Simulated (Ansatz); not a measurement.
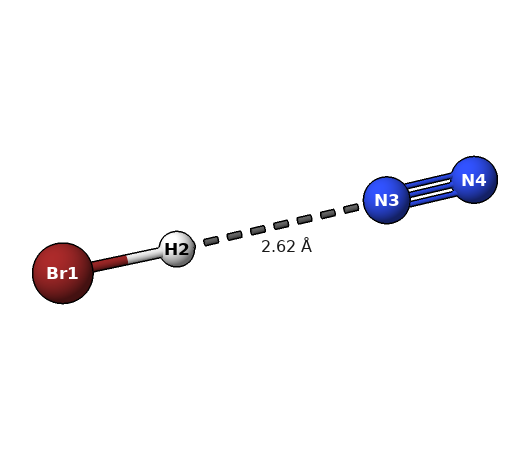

Two molecules or ions; the broken line marks their closest contact (measured against van der Waals radii). Geometry: a pair of rigid molecules at a changed separation. Program: Ansatz 0.2.0.

Which two species are they?

HBr and N2 (`Br.N#N`).

Give the counterpoise-corrected interaction energy (kJ/mol, monomers kept as in the pair) with RHF-CCSD(T) (frozen core)/def2-TZVPPD; ωB97M-V/def2-TZVPPD; PBE-D4/def2-TZVPPD; r2SCAN-D4/def2-TZVPPD; PBE0-D4/def2-TZVPPD.

| level | interaction energy (kJ/mol) |
| --- | --- |
| RHF-CCSD(T) (frozen core)/def2-TZVPPD | −4.0 |
| ωB97M-V/def2-TZVPPD | −3.8 |
| PBE-D4/def2-TZVPPD | −5.3 |
| r2SCAN-D4/def2-TZVPPD | −3.4 |
| PBE0-D4/def2-TZVPPD | −4.7 |
